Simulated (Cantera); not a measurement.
Charge: 1 mol SiO2, 51 mol HCl, 57 mol N2, equilibrated at 30.0 Pa.

Method: chemical equilibrium by Gibbs-energy minimisation in Cantera with the NASA 1993 tables (ideal gas, pure condensed phases). Candidate condensed phases: H2O, NH4Cl, Si, SiO2, Si2N2O, Si3N4; 47 gas species. The tables hold silica as quartz up to 1696 K and as liquid above; real silica turns to tridymite and cristobalite and melts near 1996 K. Kinetics and transport are ignored.

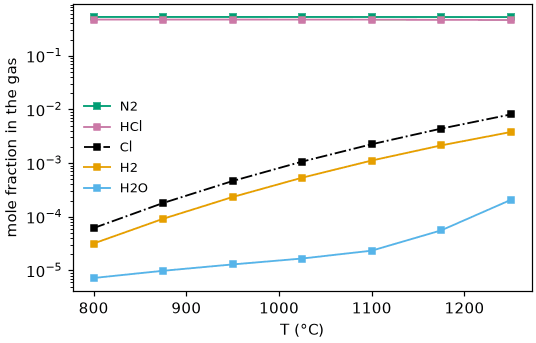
Figure: Equilibrium gas composition (values under 1e-9 drawn at 1e-9)

From 800 °C to 1250 °C the condensed part is SiO2(β-quartz). The main Si-bearing gas is SiCl4 at 800 °C and SiO at 1250 °C. The share of Si in condensed phases is highest at 800 °C (100.0 %) and lowest at 1250 °C (97.8 %).
